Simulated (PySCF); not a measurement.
```xyz
11

F    -1.4673    1.1871   -0.4679
C    -1.2489   -0.1562   -0.4042
C     0.0047   -0.4363    0.4325
F     0.3493   -1.7351    0.2844
F    -0.2527   -0.2659    1.7527
C     1.1806    0.4925    0.0461
F     2.3207    0.0825    0.6210
F     1.3671    0.4561   -1.2877
H    -1.1005   -0.5288   -1.4224
H    -2.1198   -0.6221    0.0665
H     0.9722    1.5290    0.3529
```

Geometry: GFN2-xTB.

All numbers below come from PySCF 2.14.0, PBE0/pcSseg-1, SCF density, gas phase, non-relativistic.

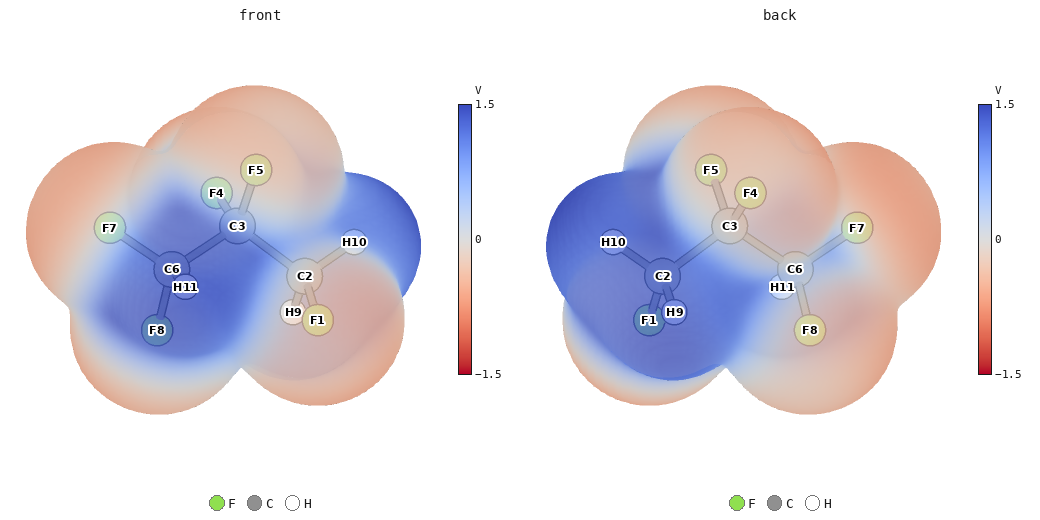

C3H3F5 (SMILES FCC(F)(F)C(F)F). The electrostatic potential painted on the density surface at 0.002 e/bohr³, seen from the front and from behind; the colour scale runs from red (negative) to blue (positive).

Question: Where is the surface potential most negative and most positive?

Answer: The most negative region (about −0.6 V, or −14 kcal/mol for a unit charge) lies over F4 and F7, the most positive (about +1.4 V, or +32 kcal/mol for a unit charge) over C2, H10 and H11.

Question: How polar is the molecule by this calculation?

Answer: Its dipole moment is 1.65 D.
